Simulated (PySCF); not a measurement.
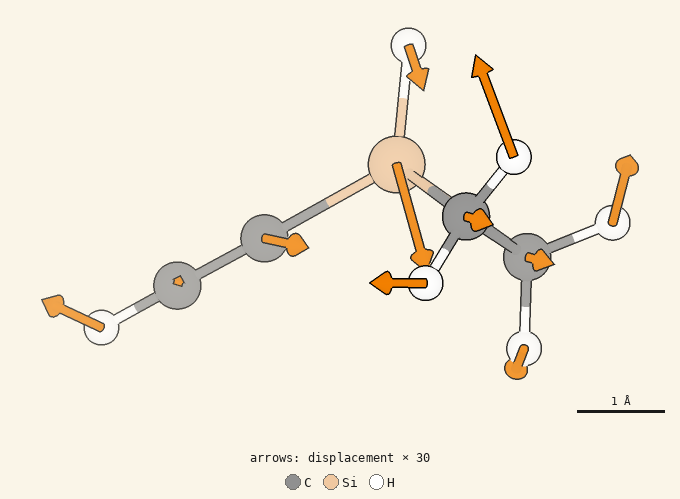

A relaxation of C4H6Si. The starting structure is drawn; orange arrows show the displacements, magnified 30 times. The two geometries are superimposed by the best rigid fit.

The picture is a ball-and-stick view, seen at a tilt.

The start comes from GFN2-xTB.

Computed with PySCF, PBE0-D3(BJ)/def2-SVP geometry optimisation, gas phase. 

### Describe the change and its energy.

The largest move after the best rigid fit is that of the Si atom, 0.050 Å. Largest moves by element: Si 0.050 Å, H 0.044 Å, C 0.024 Å. Among the contacts that change: H–Si 1.452 → 1.480 Å, C–Si 1.883 → 1.858 Å, C–H 1.052 → 1.076 Å, C–Si 1.837 → 1.817 Å. The energy falls by 7.59 kJ/mol in 7 geometry steps. The run took 23 s on 1 thread of Arm Neoverse V2 (shared host).
